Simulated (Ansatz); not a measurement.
# CHSi (sextet): trial inputs and their diagnosis

4 inputs are run for CHSi (sextet) as typed; the log has to tell whether the result can be used and what must change.

Program: Ansatz 0.2.0, Gaussian basis. Level of theory: the settings change from run to run. These are calculated values, not measurements.

14 further runs of the same task are left out: 5 that didn't finish, 9 set aside as unsound or not needed.

## Step 1: What is computed

The geometry is a PBE0/def2-TZVP stationary point (not a proven minimum) of the parent state, kept for this charge and spin.

3 atoms, charge 0, spin multiplicity 6.

Atoms are counted from 1 here; the program's logs count them from 0.

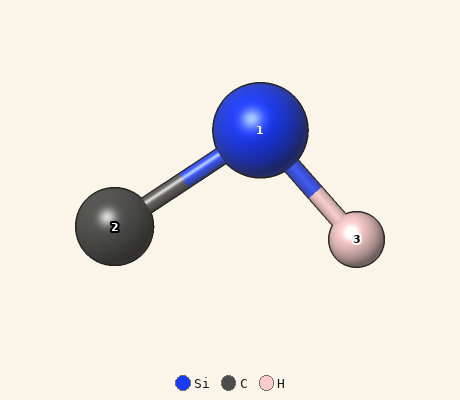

The structure; silicon blue, carbon dark grey, hydrogen pink; atoms are numbered from 1 in the order of the file.

## Step 2: Attempt 1

Contents of in.yaml:

```yaml
crystal:
  periodic: [false, false, false]
  atoms:
    - {symbol: Si, position_ang: [0.000000, -0.083231, 0.527232]}
    - {symbol: C, position_ang: [0.000000, 0.076222, -1.305753]}
    - {symbol: H, position_ang: [0.000000, 1.410897, 0.868536]}
basis:
  gaussian: {orbitals: 6-31G}
magnetization: {spin_polarized: false, initial_magnetization: 5}
hamiltonian: {pseudopotentials: {relativity: none}}
correlation: {method: mp2, frozen_orbitals: {Si: 20}}
```

The run is started by

```
$ ansatz run in.yaml --threads 1 --pin off --events-out ev --progress --plain --max-ram 2393MiB
```

Standard output:

```text
Functional definition: HF
  name "HF"
  cite "Fock, Z. Phys. 61, 126 (1930) doi:10.1007/BF01340294"
  parent pbe
  exchange = exact_x
  correlation = 0
Error: "frozen_orbitals" has no count for C
```

It took 0.03 s on 1 thread of Arm Neoverse V2, shared host.

What is wrong: The run was refused. The frozen-orbital counts are incomplete or too large. Cure: leave frozen_orbitals out, or give each element a count that its core has.

## Step 3: Attempt 2

Contents of in.yaml:

```yaml
crystal:
  periodic: [false, false, false]
  atoms:
    - {symbol: Si, position_ang: [0.000000, -0.083231, 0.527232]}
    - {symbol: C, position_ang: [0.000000, 0.076222, -1.305753]}
    - {symbol: H, position_ang: [0.000000, 1.410897, 0.868536]}
basis:
  gaussian: {orbitals: 6-31G}
magnetization: {spin_polarized: false, initial_magnetization: 5}
correlation: {method: fic_mrcisd_q, electrons: outside_noble_gas, active_space: {window: {electrons: 7, orbitals: 7}, states: [{multiplicity: 6, irrep: 12, weights: [1]}]}}
scf: {lower_state_search: full}
```

The command is unchanged.

Standard output:

```text
Functional definition: HF
  name "HF"
  cite "Fock, Z. Phys. 61, 126 (1930) doi:10.1007/BF01340294"
  parent pbe
  exchange = exact_x
  correlation = 0
the irreps are read with x along [0.000, 1.000, 0.000], y along [0.000, 0.000, 1.000] and z along [1.000, 0.000, 0.000] of the geometry given
523 factors; integrals over basis functions are off by at most 7.8e-8 eV
mean field evaluation 1: about -8898.2252 eV, gradient 1.0e1 eV
mean field evaluation 2: about -8898.2281 eV, gradient 1.0e1 eV
mean field evaluation 4: about -8900.0623 eV, gradient 2.3e0 eV
mean field evaluation 8: about -8900.2136 eV, gradient 1.5e-3 eV
mean field evaluation 16: about -8847.8026 eV, gradient 6.1e1 eV
mean field evaluation 32: about -8868.6563 eV, gradient 3.4e1 eV
mean field evaluation 64: about -8893.4822 eV, gradient 1.3e1 eV
mean field evaluation 96: about -8900.2136 eV, gradient 1.0e-3 eV
mean field -8900.21357810 eV, -327.0768162136 hartree, gradient 6.7e-6 eV, S^2 8.750000; 5 other end points of the search recorded, 0 dependent functions left out
reference -8900.21357810 eV, -327.0768162136 hartree; 13, 8 occupied and 11, 16 virtual orbitals, 523 factors
Error: the irrep 12 is not accepted for these orbitals, which take A', A'', or 1 to 2
```

Run time: 0.27 s. Hardware: 1 thread of Arm Neoverse V2, shared host.

Diagnosis: The run stopped with an error. The symmetry label isn't in the molecule's group. Fix: name an irrep that the log lists.

## Step 4: Attempt 3

Contents of in.yaml:

```yaml
crystal:
  periodic: [false, false, false]
  atoms:
    - {symbol: Si, position_ang: [0.000000, -0.083231, 0.527232]}
    - {symbol: C, position_ang: [0.000000, 0.076222, -1.305753]}
    - {symbol: H, position_ang: [0.000000, 1.410897, 0.868536]}
basis:
  gaussian: {orbitals: 6-31G, fitting: {mean_field: def2-universal-jkfit}}
magnetization: {spin_polarized: false, initial_magnetization: 9}
hamiltonian: {xc: {name: PBE}}
correlation: {method: bccd_t, electrons: outside_noble_gas}
```

Launched as before.

Standard output, cut to the lines that bear on the results:

```text
Functional definition: PBE
  name "PBE"
  cite "Perdew, Burke & Ernzerhof, Phys. Rev. Lett. 77, 3865 (1996) doi:10.1103/PhysRevLett.77.3865"
  parent pbe
[...]
221 factors; integrals over basis functions are off by at most 9.2e-2 eV
[...]
mean field -8890.23975044 eV, -326.7102848078 hartree, gradient 2.3e-6 eV, S^2 24.750000; 1 other end points of the search recorded, 0 dependent functions left out
[...]
6 core orbitals not correlated: weight in the atoms' cores, before any rotation towards them, 1.000 or more for the frozen orbitals, at most 0.000 for the correlated occupied ones
reference -8879.60413270 eV, -326.3194330647 hartree; 9, 0 occupied and 9, 18 virtual orbitals, 221 factors
second order -0.39088652 eV of doubles, -0.04985893 eV of singles
cycle   1  -0.54898723 eV  change   -1.1e-1 eV  update   2.6e-2
[...]
cycle   8  -0.58614307 eV  change    3.7e-7 eV  update   5.1e-6
perturbative correction -0.00288427 eV, -0.0001059951 hartree
Total energy: -8880.19316004 eV, -326.3410794203 hartree
```

It took 0.78 s on 1 thread of Arm Neoverse V2, shared host.

**Diagnosis.** The run converged, which proves nothing about the input. Far too many unpaired electrons are asked for. Its energy belongs to the state of multiplicity 10, not to the sextet that was meant. To mend it, set initial_magnetization to that of the wanted state.

## Step 5: Attempt 4

Contents of in.yaml:

```yaml
crystal:
  periodic: [false, false, false]
  atoms:
    - {symbol: Si, position_ang: [0.000000, -0.083231, 0.527232]}
    - {symbol: C, position_ang: [0.000000, 0.076222, -1.305753]}
    - {symbol: H, position_ang: [0.000000, 1.410897, 0.868536]}
basis:
  gaussian: {orbitals: def2-TZVPP}
magnetization: {spin_polarized: false, initial_magnetization: 5}
correlation: {method: ccsdtq, electrons: all}
```

Same command.

Standard output:

```text
Functional definition: HF
  name "HF"
  cite "Fock, Z. Phys. 61, 126 (1930) doi:10.1007/BF01340294"
  parent pbe
  exchange = exact_x
  correlation = 0
1054 factors; integrals over basis functions are off by at most 2.0e-7 eV
mean field evaluation 1: about -8900.1032 eV, gradient 1.1e1 eV
mean field evaluation 2: about -8900.1089 eV, gradient 1.1e1 eV
mean field evaluation 4: about -8901.9984 eV, gradient 2.8e0 eV
mean field evaluation 8: about -8902.2468 eV, gradient 2.1e-1 eV
mean field evaluation 16: about -8901.9911 eV, gradient 2.8e0 eV
mean field evaluation 32: about -8897.3973 eV, gradient 1.4e-1 eV
mean field -8902.24730537 eV, -327.1515543125 hartree, gradient 3.7e-6 eV, S^2 8.750000; 1 other end points of the search recorded, 0 dependent functions left out
mean field evaluation 64: about -8902.1047 eV, gradient 2.4e0 eV
determinant -8902.24730537 eV, -327.1515543125 hartree, with singles and doubles -8911.56684437 eV, -327.4940410536 hartree
determinant -8898.81802817 eV, -327.0255306999 hartree, with singles and doubles -8908.38961521 eV, -327.3772800356 hartree
reference -8902.24730537 eV, -327.1515543125 hartree; 13, 8 occupied and 74, 79 virtual orbitals, 1054 factors
Error: with its amplitudes the run needs 724.51 GiB of memory by its plan, which may be too low or too high, and 2.33 GiB are given
refused for memory
```

Wall time 6 s (1 thread of Arm Neoverse V2, shared host).

**Diagnosis.** The run was refused for memory. The method is too large for the memory allowed. Fix: freeze cores, shrink the basis or take a lower level.

## Step 6: Summary

| attempt | level | ended | cause | time |
| --- | --- | --- | --- | --- |
| 1 | MP2 on ROHF/6-31G | refused | the frozen-orbital counts are incomplete or too large | 0.03 s |
| 2 | MRCISD+Q(7,7)/6-31G | stopped by an error | the symmetry label isn't in the molecule's group | 0.27 s |
| 3 | BCCD(T)/6-31G | converged | far too many unpaired electrons are asked for | 0.78 s |
| 4 | CCSDTQ on ROHF/def2-TZVPP | out of memory | the method is too large for the memory allowed | 6 s |

1 refused, 1 stopped by an error, 1 converged, 1 out of memory. The input that converges on a wrong geometry or spin is the dangerous one: no error points at it, so geometry and ⟨S²⟩ have to be checked.
